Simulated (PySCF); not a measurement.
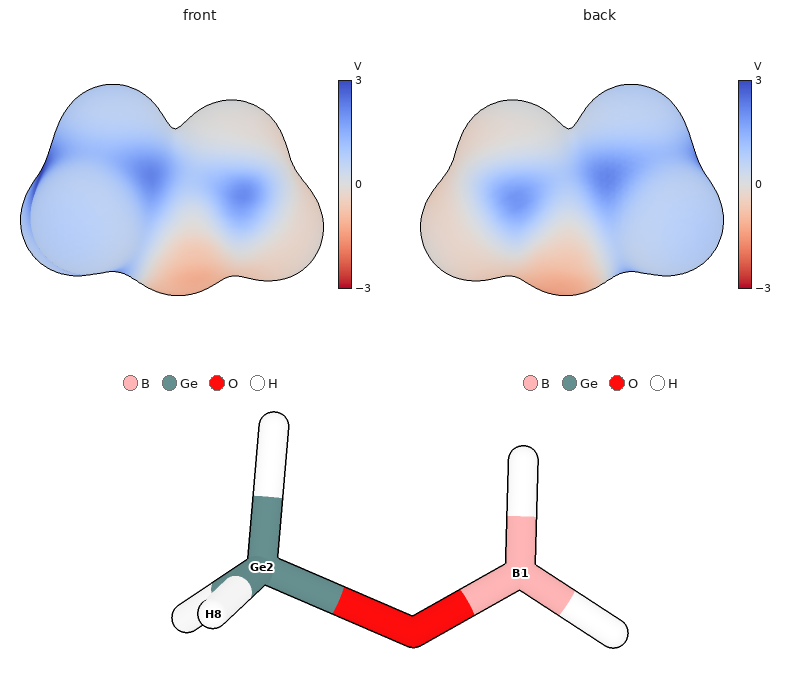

The picture shows: BGeH5O (SMILES B[O][GeH3]). The molecular electrostatic potential painted on the density surface at 0.004 e/bohr³, seen from the front and from behind; red is negative and blue positive. The bare structure is drawn below in the same view.

Geometry: PBE0-D4/def2-SVP.

Computed with PySCF 2.14.0, Gaussian-basis quantum chemistry of an isolated molecule with PySCF, energy and nuclear gradient, functional PBE0.

Input

```
from pyscf import gto, dft

mol = gto.M(
    atom='input.xyz',
    verbose=3,
    spin=0,
    basis='def2-tzvpd',
    max_memory=3720,
    charge=0,
)

calc0 = dft.RKS(mol)
calc0.xc = 'pbe0'
calc0 = calc0.density_fit(auxbasis='def2-universal-jkfit')
calc0.conv_tol = 1e-09
calc0.max_cycle = 100
calc0.grids.level = 3
calc0.kernel()
if not calc0.converged:
    calc0 = calc0.newton().run(calc0.mo_coeff, calc0.mo_occ)

energy = calc0.e_tot
print(f'total energy: {energy:.8f} hartree')
grad = calc0.nuc_grad_method().kernel()
calc0.analyze()
```

Command:

```sh
OMP_NUM_THREADS=2 python run.py
```

Question: Which sites attract a positive test charge, and which a negative one?

Answer: A positive charge is drawn to the negative regions and a negative charge to the positive ones. The most negative region (about −1.3 V) lies over O3, the most positive (about +2.7 V) over Ge2. O3 is the likeliest acceptor of a hydrogen bond.

Question: How polar is the molecule by this calculation?

Answer: Its dipole moment is 2.01 D.
